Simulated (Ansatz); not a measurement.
# Geometry relaxation of Al23GeN24 (part 5 of 5)

The same run, continued: Al23GeN24 (defect cell, 48 atoms in the cell); DFT, PBE, plane-wave PAW, default files, scalar-relativistic, spin-polarised (Ansatz 0.2.0); cutoff 420 eV, 3×4×2 k-mesh, Fermi–Dirac smearing of 0.01 eV, collinear spins. The structure derives from an entry of the Crystallography Open Database. It belongs to a series of runs on one base structure; here: Ge on a Al site, charge +0, ions relaxed.

## File rho_z.tsv, continued
```
7.609861	2.652111e-1	-6.918717e-9
7.748222	2.003032e-1	-8.555400e-9
7.886583	1.613355e-1	-9.747285e-9
8.024944	1.444002e-1	-9.745718e-9
8.163306	1.447781e-1	-7.847714e-9
8.301667	1.589921e-1	-4.298933e-9
8.440028	1.872614e-1	5.376139e-10
8.578389	2.341533e-1	5.744236e-9
8.716750	3.062978e-1	8.762800e-9
8.855111	4.085948e-1	6.493106e-9
8.993472	5.310774e-1	-4.186878e-9
9.131833	6.430372e-1	-2.613955e-8
9.270194	7.201946e-1	-5.553072e-8
9.408556	7.589144e-1	-7.465885e-8
9.546917	7.653294e-1	-8.190406e-8
9.685278	7.597624e-1	-8.542832e-8
9.823639	7.545504e-1	-6.530653e-8
```

## Trajectory as extended XYZ (Å, eV, eV/Å), 5 of the 7 frames kept, from step=1 to step=7
```
48
Lattice="9.3390 0.0000 0.0000 -3.1130 5.3919 0.0000 0.0000 0.0000 9.9620" Properties=species:S:1:pos:R:3:forces:R:3 step=1 energy=-25934.26751
Ge    0.0000    1.7973    0.0000    0.0965   0.0039  -0.1291
Al    0.0000    1.7973    4.9810   -0.0090  -0.0014  -0.2114
Al   -1.5565    4.4932    0.0000   -0.0145   0.0275  -0.0861
Al   -1.5565    4.4932    4.9810   -0.0352  -0.0229  -0.0856
Al    3.1130    1.7973    0.0000    0.4033  -0.0539  -0.0892
Al    3.1130    1.7973    4.9810    0.0236   0.0235  -0.0955
Al    1.5565    4.4932    0.0000    0.2356   0.4331  -0.0878
Al    1.5565    4.4932    4.9810    0.0332   0.0102  -0.0788
Al    6.2260    1.7973    0.0000   -0.4614   0.0173  -0.0602
Al    6.2260    1.7973    4.9810   -0.0132   0.0278  -0.1224
Al    4.6695    4.4932    0.0000   -0.1765  -0.3910  -0.0397
Al    4.6695    4.4932    4.9810    0.0001  -0.0347  -0.1102
Al    1.5565    0.8986    2.4905    0.3641  -0.1354   0.2454
Al    1.5565    0.8986    7.4715    0.3400  -0.1897  -0.4955
Al    0.0000    3.5946    2.4905    0.0586   0.3774   0.2545
Al    0.0000    3.5946    7.4715    0.0118   0.3891  -0.5281
Al    4.6695    0.8986    2.4905   -0.0250  -0.0225  -0.0743
Al    4.6695    0.8986    7.4715   -0.1159  -0.1464  -0.0545
Al    3.1130    3.5946    2.4905   -0.0375  -0.0142  -0.0187
Al    3.1130    3.5946    7.4715   -0.0028   0.0749  -0.2508
Al    7.7825    0.8986    2.4905   -0.3410  -0.1826   0.2824
Al    7.7825    0.8986    7.4715   -0.2054  -0.1185  -0.6078
Al    6.2260    3.5946    2.4905   -0.0271  -0.0291   0.0352
Al    6.2260    3.5946    7.4715   -0.0233  -0.0100  -0.3550
N     0.0000    1.7973    1.8928   -0.0685  -0.0276   0.8451
N     0.0000    1.7973    6.8738   -0.0149  -0.0039   0.3480
N    -1.5565    4.4932    1.8928    0.0155   0.0121  -0.0688
N    -1.5565    4.4932    6.8738   -0.1426  -0.0863   0.1746
N     3.1130    1.7973    1.8928   -0.1399   0.0001   0.0599
N     3.1130    1.7973    6.8738   -0.0560   0.1158   0.1325
N     1.5565    4.4932    1.8928   -0.0900  -0.1310   0.0464
N     1.5565    4.4932    6.8738    0.0242  -0.1289   0.1382
N     6.2260    1.7973    1.8928    0.1720   0.0053   0.0096
N     6.2260    1.7973    6.8738    0.0781   0.0473   0.2075
N     4.6695    4.4932    1.8928    0.0771   0.1407  -0.0284
N     4.6695    4.4932    6.8738    0.0908   0.0548   0.2605
N     1.5565    0.8986    4.3833   -0.0283  -0.0057   0.0604
N     1.5565    0.8986    9.3643    0.6453  -0.5558  -0.1060
N     0.0000    3.5946    4.3833   -0.0182  -0.0174   0.0608
N     0.0000    3.5946    9.3643   -0.1598   0.8221  -0.0956
N     4.6695    0.8986    4.3833    0.0060   0.0043   0.0632
N     4.6695    0.8986    9.3643    0.1611   0.0973   0.2143
N     3.1130    3.5946    4.3833    0.0254   0.0153   0.0384
N     3.1130    3.5946    9.3643   -0.0882  -0.1006   0.1911
N     7.7825    0.8986    4.3833    0.0125  -0.0009   0.0878
N     7.7825    0.8986    9.3643   -0.7057  -0.3951  -0.0948
N     6.2260    3.5946    4.3833   -0.0168  -0.0010   0.0212
N     6.2260    3.5946    9.3643    0.1417   0.1069   0.1970
48
Lattice="9.3390 0.0000 0.0000 -3.1130 5.3919 0.0000 0.0000 0.0000 9.9620" Properties=species:S:1:pos:R:3:forces:R:3 step=3 energy=-25934.51079
Ge    0.0041    1.7964   -0.0009    0.0312   0.0295  -0.0564
Al   -0.0007    1.7978    4.9819    0.0088   0.0013  -0.0917
Al   -1.5550    4.4950   -0.0009    0.0356   0.0093  -0.0658
Al   -1.5669    4.4870    4.9753    0.0080   0.0077   0.0025
Al    3.1342    1.7854   -0.0016   -0.1406   0.0062  -0.0686
Al    3.1212    1.8016    4.9752   -0.0117  -0.0160  -0.0094
Al    1.5719    4.5225   -0.0039   -0.0775  -0.1293  -0.0581
Al    1.5652    4.4988    4.9756   -0.0111   0.0026  -0.0235
Al    6.2170    1.8094    0.0029    0.1165  -0.0408  -0.0793
Al    6.2168    1.8016    4.9794    0.0046  -0.0111   0.0005
Al    4.6518    4.4675   -0.0054    0.0497   0.1303  -0.0587
Al    4.6665    4.4829    4.9812    0.0039   0.0154  -0.0180
Al    1.5731    0.8903    2.5224   -0.1062   0.0537  -0.1138
Al    1.5802    0.8844    7.4304   -0.0871   0.0455   0.0850
Al    0.0010    3.6137    2.5200   -0.0039  -0.1175  -0.1239
Al   -0.0006    3.6218    7.4325   -0.0123  -0.1025   0.1025
Al    4.6710    0.9002    2.4852    0.0018   0.0057  -0.0273
Al    4.6647    0.8936    7.4725    0.0349   0.0335  -0.0185
Al    3.1089    3.5914    2.4833   -0.0033  -0.0055  -0.0453
Al    3.1137    3.5966    7.4664   -0.0056  -0.0166  -0.0013
Al    7.7613    0.8846    2.5258    0.1064   0.0626  -0.1284
Al    7.7691    0.8930    7.4321    0.0474   0.0346   0.0810
Al    6.2247    3.5971    2.4852    0.0088   0.0030  -0.0451
Al    6.2205    3.5905    7.4646    0.0238   0.0056  -0.0067
N    -0.0053    1.7939    1.9782    0.0056  -0.0044   0.3463
N     0.0045    1.8006    6.8859   -0.0070  -0.0059   0.0128
N    -1.5528    4.4966    1.8975   -0.0111  -0.0055   0.0631
N    -1.5750    4.4815    6.8603    0.0060   0.0066  -0.0264
N     3.1096    1.7928    1.8965    0.0184   0.0017   0.0456
N     3.1235    1.8070    6.8671    0.0050  -0.0228   0.0062
N     1.5525    4.4932    1.8950    0.0170   0.0164   0.0433
N     1.5682    4.4959    6.8677    0.0092   0.0288   0.0105
N     6.2313    1.7984    1.8986   -0.0226  -0.0017   0.0458
N     6.2155    1.8003    6.8738   -0.0054   0.0126  -0.0192
N     4.6656    4.4945    1.8921   -0.0087  -0.0166   0.0513
N     4.6708    4.4860    6.8764   -0.0092  -0.0234  -0.0176
N     1.5617    0.8959    4.4076    0.0365  -0.0166   0.0500
N     1.6102    0.8652    9.3321    0.2207  -0.1223  -0.0517
N     0.0009    3.6015    4.4058    0.0026   0.0376   0.0555
N     0.0039    3.6598    9.3358   -0.0012   0.2678  -0.0709
N     4.6704    0.8996    4.3789   -0.0002   0.0028   0.0157
N     4.6886    0.9153    9.3710   -0.0195   0.0080   0.0298
N     3.1133    3.5944    4.3764   -0.0115  -0.0100   0.0371
N     3.1004    3.5767    9.3692    0.0101  -0.0024   0.0365
N     7.7742    0.8930    4.4127   -0.0348  -0.0204   0.0608
N     7.7289    0.8651    9.3378   -0.2134  -0.1247  -0.0358
N     6.2199    3.5930    4.3764    0.0116   0.0075   0.0244
N     6.2296    3.6021    9.3704   -0.0206  -0.0201   0.0548
48
Lattice="9.3390 0.0000 0.0000 -3.1130 5.3919 0.0000 0.0000 0.0000 9.9620" Properties=species:S:1:pos:R:3:forces:R:3 step=4 energy=-25934.52071
Ge    0.0039    1.8020    0.0000   -0.0032   0.0835   0.2003
Al    0.0000    1.7975    4.9650    0.0100  -0.0023  -0.1009
Al   -1.5558    4.4974   -0.0060   -0.0327  -0.0755   0.0572
Al   -1.5669    4.4867    4.9751    0.0343   0.0293   0.0123
Al    3.1249    1.7869   -0.0070    0.0586   0.0652   0.0582
Al    3.1230    1.7999    4.9764   -0.0130  -0.0324   0.0022
Al    1.5680    4.5183   -0.0095    0.0562   0.0061   0.0375
Al    1.5677    4.5021    4.9752   -0.0189   0.0125   0.0112
Al    6.2223    1.8034   -0.0035   -0.0646   0.0197   0.0570
Al    6.2155    1.8019    4.9782    0.0010  -0.0207  -0.0028
Al    4.6563    4.4736   -0.0086   -0.0143  -0.0840   0.0650
Al    4.6664    4.4792    4.9781   -0.0131   0.0133  -0.0024
Al    1.5746    0.8876    2.5232    0.0060   0.0264   0.1374
Al    1.5722    0.8875    7.4289    0.0014  -0.0080  -0.1385
Al    0.0019    3.6142    2.5216    0.0253  -0.0259   0.1062
Al   -0.0008    3.6175    7.4273    0.0020   0.0181  -0.1308
Al    4.6708    0.9004    2.4805   -0.0038  -0.0010   0.0519
Al    4.6674    0.8972    7.4736    0.0283   0.0273  -0.0164
Al    3.1084    3.5902    2.4797   -0.0145  -0.0105   0.0549
Al    3.1139    3.5954    7.4659   -0.0011  -0.0119  -0.0172
Al    7.7608    0.8830    2.5263    0.0035   0.0038   0.1140
Al    7.7726    0.8929    7.4278   -0.0432  -0.0280  -0.1244
Al    6.2256    3.5948    2.4799   -0.0107  -0.0067   0.0526
Al    6.2231    3.5912    7.4637    0.0014   0.0024  -0.0205
N    -0.0035    1.7915    2.0671   -0.0121   0.0047  -0.3236
N     0.0019    1.8003    6.8754    0.0168   0.0097   0.1096
N    -1.5522    4.4946    1.9022    0.0069   0.0080  -0.1597
N    -1.5747    4.4837    6.8561   -0.0225  -0.0145   0.0988
N     3.1097    1.7922    1.8981   -0.0395  -0.0132  -0.0997
N     3.1236    1.8034    6.8691   -0.0246   0.0237   0.0567
N     1.5533    4.4939    1.8965   -0.0270  -0.0342  -0.0903
N     1.5710    4.5019    6.8685   -0.0021  -0.0477   0.0347
N     6.2306    1.7955    1.8993    0.0459   0.0083  -0.0860
N     6.2158    1.8030    6.8708    0.0177  -0.0107   0.0712
N     4.6651    4.4927    1.8965    0.0238   0.0278  -0.1013
N     4.6707    4.4803    6.8718    0.0162   0.0344   0.0682
N     1.5722    0.8908    4.4149   -0.0557   0.0254  -0.0125
N     1.6171    0.8593    9.3199    0.0410  -0.0320   0.0513
N     0.0034    3.6129    4.4144   -0.0083  -0.0686  -0.0199
N     0.0031    3.6900    9.3138   -0.0412   0.0022   0.0807
N     4.6707    0.9009    4.3772    0.0186   0.0196  -0.0156
N     4.6839    0.9172    9.3755    0.0048  -0.0316  -0.0321
N     3.1111    3.5911    4.3785    0.0135   0.0006  -0.0369
N     3.1039    3.5792    9.3720   -0.0632  -0.0057  -0.0159
N     7.7647    0.8864    4.4208    0.0390   0.0240  -0.0154
N     7.7162    0.8534    9.3227    0.0004   0.0203   0.0357
N     6.2223    3.5928    4.3752   -0.0077  -0.0061  -0.0331
N     6.2280    3.5971    9.3748    0.0641   0.0549  -0.0297
48
Lattice="9.3390 0.0000 0.0000 -3.1130 5.3919 0.0000 0.0000 0.0000 9.9620" Properties=species:S:1:pos:R:3:forces:R:3 step=5 energy=-25934.52929
Ge    0.0195    1.8214   -0.0022   -0.0797  -0.1007   0.0158
Al   -0.0009    1.7958    4.9716   -0.0039  -0.0028  -0.0214
Al   -1.5588    4.5012   -0.0034   -0.0173  -0.0342   0.0255
Al   -1.5677    4.4873    4.9782   -0.0023  -0.0082  -0.0125
Al    3.1348    1.7903   -0.0040   -0.0130  -0.0301  -0.0110
Al    3.1221    1.7974    4.9777   -0.0077   0.0065  -0.0048
Al    1.5719    4.5220   -0.0059   -0.0228   0.0253  -0.0307
Al    1.5657    4.4998    4.9768    0.0051  -0.0045  -0.0087
Al    6.2270    1.8072   -0.0018   -0.0396   0.0017   0.0113
Al    6.2173    1.8001    4.9785   -0.0057   0.0041   0.0031
Al    4.6526    4.4732   -0.0096    0.0569   0.0090   0.0308
Al    4.6645    4.4799    4.9793    0.0055  -0.0026   0.0010
Al    1.5729    0.8886    2.5245   -0.0244  -0.0013  -0.0162
Al    1.5721    0.8829    7.4301   -0.0099   0.0275   0.0052
Al    0.0002    3.6113    2.5236   -0.0082  -0.0325  -0.0195
Al   -0.0043    3.6179    7.4259    0.0076  -0.0024   0.0178
Al    4.6709    0.8982    2.4828    0.0057   0.0132  -0.0112
Al    4.6667    0.8946    7.4734    0.0140  -0.0003   0.0094
Al    3.1069    3.5885    2.4808    0.0148   0.0017   0.0082
Al    3.1095    3.5897    7.4654    0.0108   0.0258   0.0035
Al    7.7640    0.8839    2.5239   -0.0046  -0.0131  -0.0167
Al    7.7675    0.8895    7.4309    0.0418   0.0240   0.0186
Al    6.2241    3.5942    2.4826    0.0035   0.0115  -0.0122
Al    6.2195    3.5895    7.4639   -0.0004  -0.0009   0.0185
N    -0.0037    1.7912    2.0247    0.0091   0.0184  -0.0093
N     0.0004    1.7978    6.8832    0.0040   0.0083   0.0170
N    -1.5527    4.4946    1.8990   -0.0168  -0.0002   0.0080
N    -1.5791    4.4808    6.8601    0.0012   0.0037  -0.0325
N     3.1089    1.7899    1.8964    0.0061   0.0176   0.0109
N     3.1209    1.7997    6.8702    0.0103   0.0101  -0.0131
N     1.5501    4.4907    1.8952    0.0214   0.0004   0.0123
N     1.5678    4.4962    6.8687    0.0100   0.0154  -0.0111
N     6.2314    1.7956    1.8987    0.0185  -0.0004  -0.0057
N     6.2149    1.8000    6.8728    0.0018   0.0051  -0.0078
N     4.6641    4.4916    1.8929    0.0029   0.0171  -0.0055
N     4.6663    4.4802    6.8759    0.0095  -0.0044  -0.0159
N     1.5663    0.8930    4.4134    0.0027  -0.0096  -0.0038
N     1.6316    0.8579    9.3232   -0.0547   0.0347   0.0071
N     0.0010    3.6054    4.4145   -0.0060   0.0041  -0.0267
N     0.0005    3.7080    9.3162    0.0266  -0.0559  -0.0069
N     4.6714    0.8996    4.3780   -0.0060  -0.0098   0.0071
N     4.6915    0.9186    9.3729    0.0078   0.0074   0.0142
N     3.1107    3.5898    4.3777   -0.0012   0.0023   0.0030
N     3.1000    3.5789    9.3699    0.0043   0.0016   0.0050
N     7.7698    0.8882    4.4158   -0.0006  -0.0006   0.0227
N     7.7239    0.8592    9.3305    0.0255   0.0142   0.0309
N     6.2211    3.5925    4.3766   -0.0066  -0.0051  -0.0005
N     6.2291    3.6015    9.3729    0.0040   0.0090  -0.0031
48
Lattice="9.3390 0.0000 0.0000 -3.1130 5.3919 0.0000 0.0000 0.0000 9.9620" Properties=species:S:1:pos:R:3:forces:R:3 step=7 energy=-25934.53219
Ge    0.0070    1.8059    0.0003   -0.0016  -0.0030  -0.0060
Al    0.0000    1.7969    4.9696   -0.0013  -0.0002   0.0035
Al   -1.5577    4.4952   -0.0022    0.0010   0.0004   0.0008
Al   -1.5659    4.4873    4.9764   -0.0002  -0.0015   0.0037
Al    3.1291    1.7876   -0.0045   -0.0015   0.0006  -0.0043
Al    3.1219    1.7990    4.9771   -0.0036   0.0005   0.0010
Al    1.5698    4.5205   -0.0077   -0.0007   0.0000  -0.0039
Al    1.5660    4.5005    4.9758    0.0007  -0.0018   0.0011
Al    6.2197    1.8061   -0.0009    0.0020  -0.0029  -0.0022
Al    6.2171    1.8013    4.9788    0.0004   0.0001   0.0010
Al    4.6539    4.4707   -0.0072    0.0005   0.0019   0.0003
Al    4.6661    4.4808    4.9795    0.0026   0.0015  -0.0009
Al    1.5726    0.8890    2.5229    0.0001   0.0029   0.0003
Al    1.5734    0.8863    7.4308   -0.0032   0.0028  -0.0023
Al    0.0015    3.6109    2.5200    0.0035  -0.0010   0.0003
Al   -0.0015    3.6188    7.4294    0.0009  -0.0026  -0.0015
Al    4.6711    0.8996    2.4825   -0.0022   0.0000  -0.0033
Al    4.6685    0.8974    7.4731    0.0000   0.0008   0.0020
Al    3.1083    3.5900    2.4814    0.0012  -0.0005  -0.0003
Al    3.1131    3.5945    7.4662   -0.0010  -0.0009   0.0023
Al    7.7638    0.8846    2.5246   -0.0034  -0.0035   0.0000
Al    7.7704    0.8922    7.4310    0.0032   0.0025  -0.0027
Al    6.2250    3.5952    2.4828    0.0003   0.0007  -0.0016
Al    6.2224    3.5916    7.4640    0.0024   0.0002   0.0019
N    -0.0034    1.7920    2.0222   -0.0029  -0.0014   0.0025
N     0.0022    1.8003    6.8828    0.0019   0.0011   0.0065
N    -1.5529    4.4946    1.8991   -0.0008  -0.0004  -0.0009
N    -1.5755    4.4830    6.8591    0.0026   0.0018   0.0009
N     3.1090    1.7917    1.8966   -0.0019   0.0001   0.0017
N     3.1225    1.8038    6.8700    0.0007  -0.0011  -0.0018
N     1.5522    4.4920    1.8948    0.0001  -0.0009   0.0005
N     1.5697    4.4991    6.8689   -0.0027   0.0006  -0.0010
N     6.2321    1.7966    1.8985    0.0036   0.0003  -0.0011
N     6.2171    1.8025    6.8725   -0.0017   0.0004   0.0018
N     4.6658    4.4934    1.8937    0.0013   0.0026  -0.0010
N     4.6703    4.4827    6.8749    0.0000  -0.0013   0.0012
N     1.5667    0.8931    4.4119    0.0010  -0.0003  -0.0015
N     1.6234    0.8560    9.3259   -0.0004   0.0072  -0.0028
N     0.0021    3.6058    4.4104   -0.0001   0.0021  -0.0012
N     0.0016    3.6920    9.3218    0.0046  -0.0033  -0.0034
N     4.6713    0.9005    4.3782   -0.0020  -0.0018   0.0013
N     4.6864    0.9175    9.3731   -0.0020  -0.0025   0.0023
N     3.1119    3.5915    4.3779   -0.0014  -0.0005   0.0002
N     3.1002    3.5776    9.3710    0.0000   0.0016  -0.0011
N     7.7699    0.8893    4.4166    0.0033   0.0020  -0.0009
N     7.7149    0.8549    9.3300    0.0010  -0.0009   0.0060
N     6.2219    3.5930    4.3761   -0.0024  -0.0017   0.0015
N     6.2291    3.6002    9.3728   -0.0019  -0.0004   0.0008
```

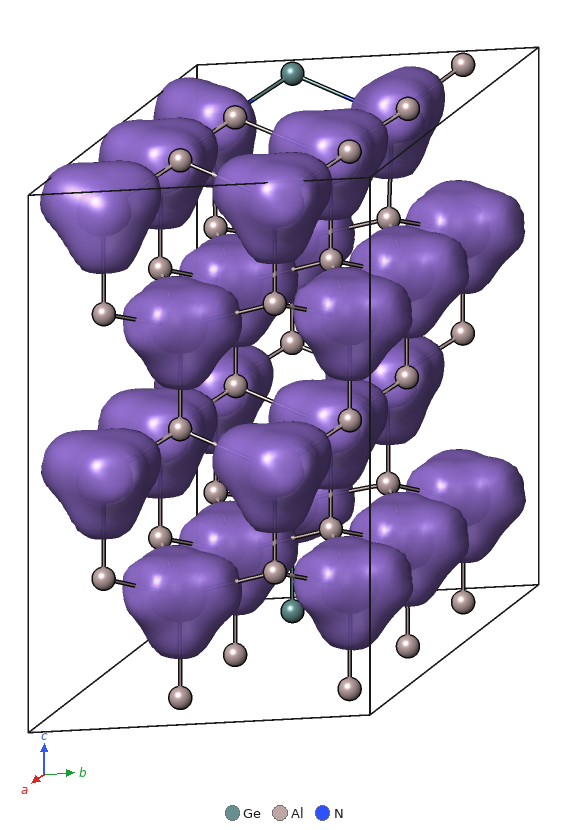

Isosurface of the ELF at 0.75 (purple), seen slightly off an axis. Only the valence region is drawn (cores and ρ < 0.01 e/Å³ removed). Sticks mark near contacts. The outline is the calculation cell. Values along the shortest contacts: Al–N (1.87 Å): the ELF peaks at about 0.90 between the atoms, which marks a polar covalent bond. Ge–N (1.98 Å): the ELF is about 0.50 at the midpoint. Core electrons are frozen (PAW), so the fields are smoothed inside the atomic spheres.

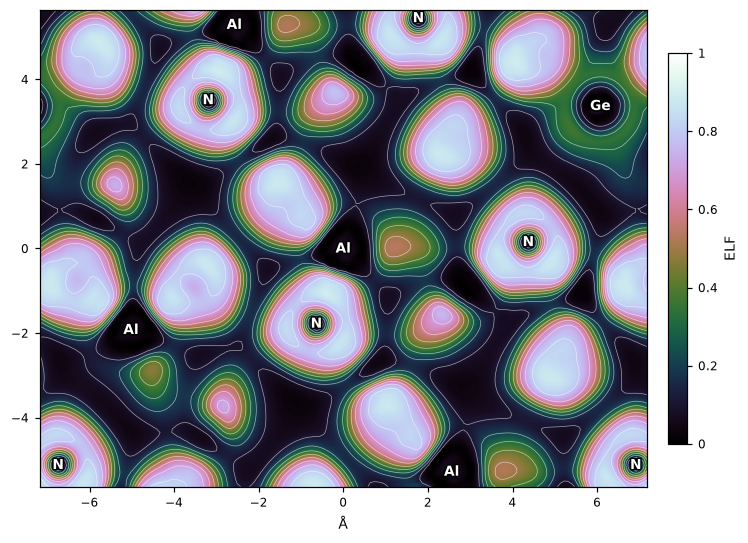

ELF on the (111) plane of the calculation cell. Al–N (1.89 Å): the ELF peaks at about 0.90 between the atoms (a polar covalent bond).

## Summary

| quantity | value |
| --- | --- |
| outcome | converged |
| electrons treated | 203 |
| free energy | −25934.5322 eV |
| Fermi energy | 11.511 eV |
| net moment of the cell | 0.00 μB |
| integrated absolute moment | 0.00 μB |
| pressure | 6.15 GPa |
| final volume | 501.63 Å³ |
| field gradient V_zz (10²¹ V/m²) | Ge 2.14, Al 0.64, Al −0.66, Al 0.30, Al 0.53, Al 0.36, Al 0.52, Al 0.38 (the first 8 of 48 sites) |
| largest force (length of the vector) at the end | 0.008 eV/Å |
| wall time | 7.6 min (CPU time 30 min) |
| peak memory | 3 GiB |

## Notes

The program warns: some starting moments were not kept; the SCF threshold is looser than advised for the printed stress.
